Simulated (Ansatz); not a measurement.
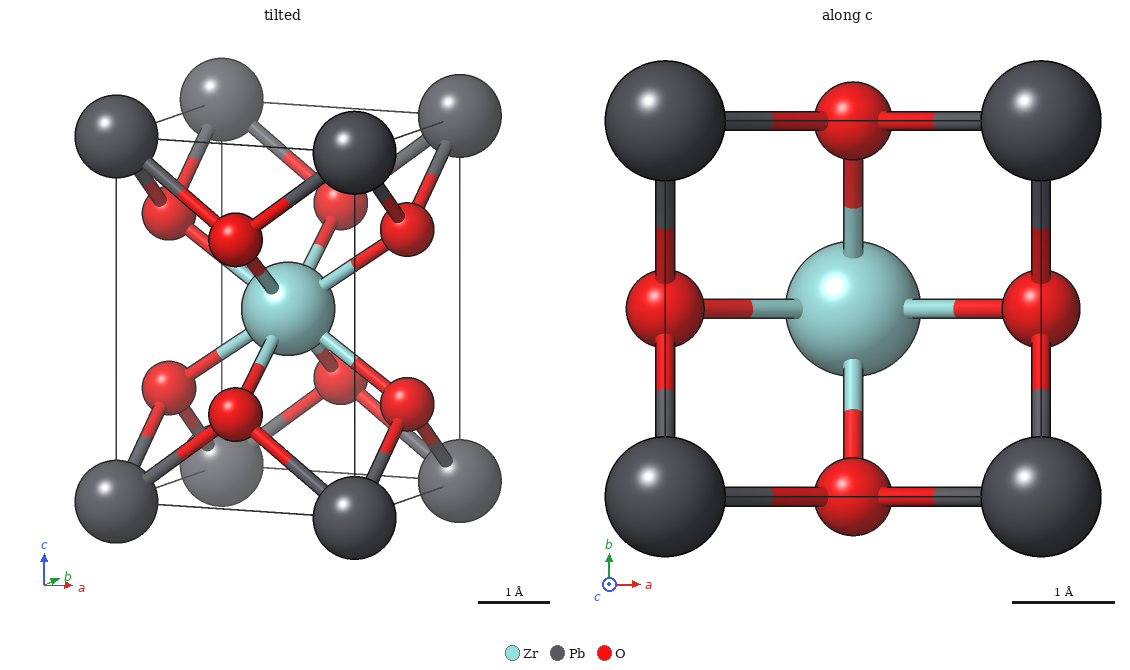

A ball-and-stick rendering, viewed slightly off an axis and along the c axis. Thin lines show the conventional unit cell, with boundary atoms drawn in all their periodic places.

ZrPbO₄, space group P4/mmm (No. 123), a = 3.715 Å, b = 3.715 Å, c = 5.273 Å, α = 90.00°, β = 90.00°, γ = 90.00°. The initial geometry was a structure type filled with these elements by a generator (whether the compound takes this form wasn't checked). Earlier steps of the study, as a rule a relaxation of our own, may have changed the cell and positions, so they can lie some per cent off the listed ones. A calculation with Ansatz used it as input.

This one geometry was computed with Ansatz (DFT, plane waves, PAW) at three levels of theory: PBE with spin-orbit coupling, r2SCAN and PBE.

> Which level gives the highest pressure at this volume, and what does that say about its equilibrium volume?

Highest: PBE with spin-orbit coupling (-0.2 GPa) and PBE (0.0 GPa), which points to the largest equilibrium volume. Lowest, with the smallest volume: r2SCAN (-5.9 GPa). Levels within 0.5 GPa of each other can't be told apart.

> How does the band gap change with the level of theory?

All levels give a metal.

> Collect the results in a table.

| level | cutoff (eV) | k-mesh of the run's cell | gap (eV) | pressure (GPa) |
| --- | --- | --- | --- | --- |
| PBE with spin-orbit coupling | 420 | 10×10×8 | metal | -0.2 |
| r2SCAN | 500 | 10×10×8 | metal | -5.9 |
| PBE | 420 | 10×10×8 | metal | 0.0 |

Gaps are taken on the k-mesh or band path of each run.
